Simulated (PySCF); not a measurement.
C$_{2}$H$_{7}$FOSi$_{2}$

Input

```
{"job": {"kind": "nmr", "xc": "PBE0", "basis": "pcSseg-1"}, "charge": 0, "multiplicity": 1}
F      1.740727    -1.197467     1.692083
Si     1.304845    -0.912527     0.169615
C     -0.571796    -1.097872    -0.072345
C     -1.207866     0.295247     0.111543
Si     0.117708     1.609488    -0.302285
O      1.460395     0.681729    -0.093861
H      2.236184    -1.621847    -0.674841
H     -0.770301    -1.451268    -1.085436
H     -1.030155    -1.823707     0.599109
H     -2.120965     0.382140    -0.476656
H     -1.505009     0.413329     1.155652
H      0.124754     2.026375    -1.701767
H      0.217091     2.696864     0.661460
```

Run with:

```sh
OMP_NUM_THREADS=1 python probes_run.py task.json out
```

Geometry: GFN2-xTB.

All numbers below come from PySCF, PBE0/pcSseg-1, SCF density, gas phase, non-relativistic.

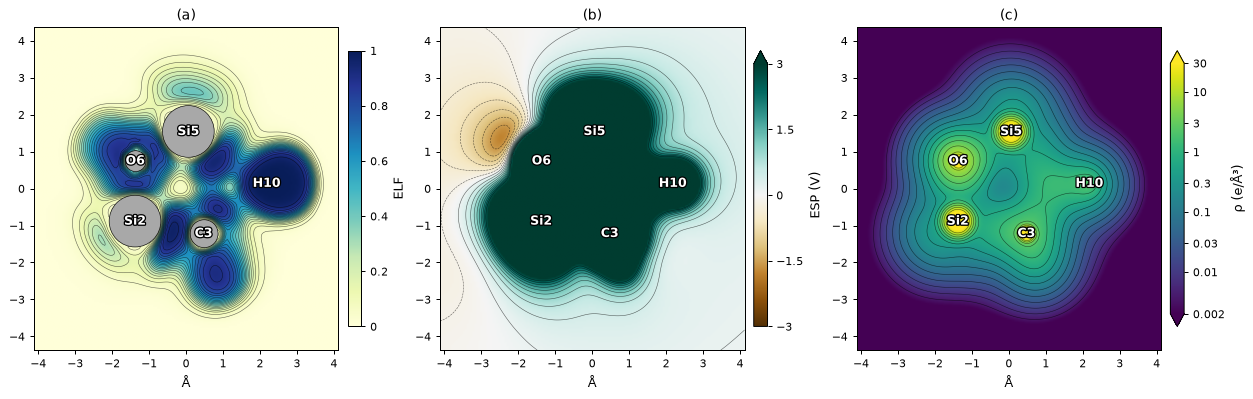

Figure 1. (a) ELF; (b) molecular electrostatic potential; (c) total electron density on the plane of atoms C3, Si2 and O6. Grey discs cover the atomic cores in the ELF map.

Q: Read the bonding off the picture.

A:
- The plane passes through Si, C, O and H nuclei.
- Si–O (1.62 Å): ρ is about 1.2 e/Å³ halfway; the ELF peaks at about 0.85 between the atoms, as expected for a short, strongly polar bond.
- C–Si (1.90 Å): ρ is about 0.96 e/Å³ halfway; the ELF peaks at about 0.95 between the atoms: a shared electron pair.
- The ELF also peaks beside O6, away from the bonds: lone-pair regions.
- Outside the dense part of the molecule the potential is most negative (−1.8 V) near O6.

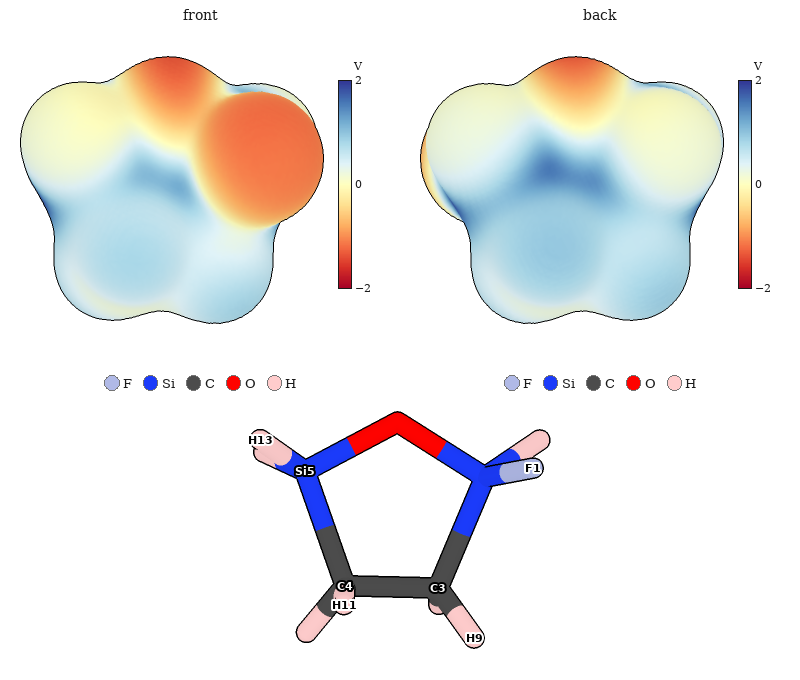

Figure 2. The molecular electrostatic potential painted on the density surface at 0.002 e/bohr³, seen from the front and from behind; red is negative and blue positive. The bare structure is drawn below in the same view.

Q: Describe the electrostatic potential map.

A: The most negative region (about −1.3 V, or −30 kcal/mol for a unit charge) lies over O6, the most positive (about +1.8 V, or +42 kcal/mol for a unit charge) over Si2 and Si5. O6 is the likeliest acceptor of a hydrogen bond.
